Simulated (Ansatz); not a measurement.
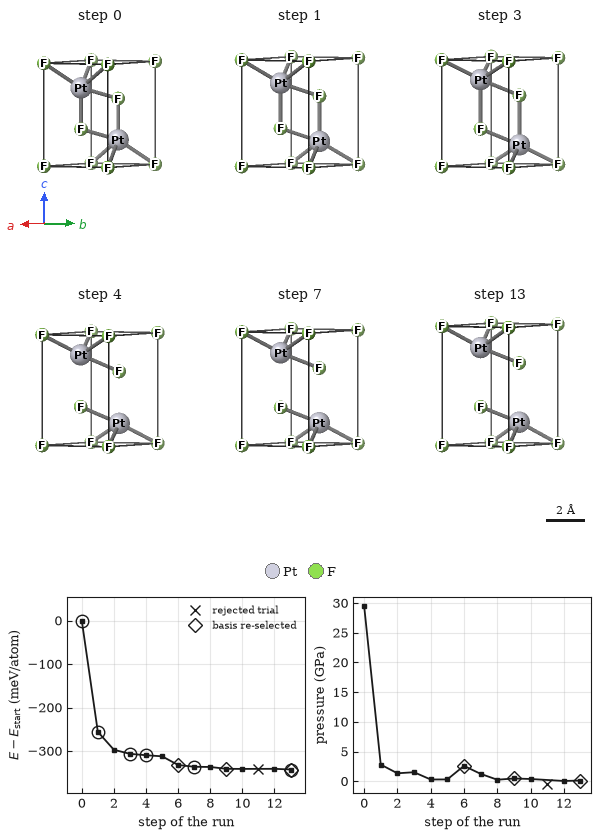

Frames of a relaxation of solid Pt₂F₃ (built on the A-type sesquioxide_164 type) (coarse preliminary run), marked on the history of the run. A ball-and-stick model of the cell of the calculation, seen from a free direction.

Case: A-type sesquioxide type (P-3m1, No. 164).

Level of theory: Ansatz 0.2.0, DFT PBE, scalar-relativistic, plane waves, PAW. (plane-wave cutoff 420 eV; k-point mesh 6 × 6 × 4; occupations gaussian; smearing width 0.1 eV; collinear spin; cell and atoms relaxed; force threshold 0.04 eV/Å; at most 70 steps)

### What happens along the run?

The energy falls by 343 meV per atom in 9 accepted moves (13 points after the start). Largest force component: 3.4 eV/Å at the start, 0.0022 eV/Å at the end. The pressure goes from 29.55 to 0.12 GPa. The line search rejected the trial step at point 11 of the run. At 3 points the geometry stayed and the basis and grid were re-selected for the new cell (energy shift of 19.9 meV per atom at most each time). The largest moves relative to the cell, 0.39 Å, are those of Pt atoms. By element the largest moves are Pt 0.39 Å, F 0.23 Å. The drawn cell changes as follows: a = b 3.562 → 3.701 Å (+3.9 %), c 5.541 → 6.404 Å (+15.6 %); the volume changes by +24.8 %. Among the contacts that change: F–Pt 2.216 → 3.183 Å, F–Pt 2.145 → 2.305 Å, F–Pt 2.464 → 2.440 Å. Bonds break: F–Pt (2.22 → 3.18 Å). Bond angles that change, for instance: F–Pt–F 112.3° → 106.8°, Pt–F–Pt 112.3° → 106.8°. The space group stays P-3m1 (No. 164). Cost: 100 s on 1 thread of Arm Neoverse V2 (shared host), peak memory 0.4 GiB. From step 0 to 1: Pt atoms move most (0.13 Å), volume +13.7 %, energy −256 meV per atom. From step 1 to 3: Pt atoms move most (0.18 Å), volume +0.2 %, energy −50.7 meV per atom. From step 3 to 4: Pt atoms move most (0.02 Å), volume +1.8 %, energy −3.2 meV per atom. From step 4 to 7: F atoms move most (0.09 Å), volume +3.0 %, energy −26.6 meV per atom. From step 7 to 13: F atoms move most (0.07 Å), volume +4.5 %, energy −6.3 meV per atom.
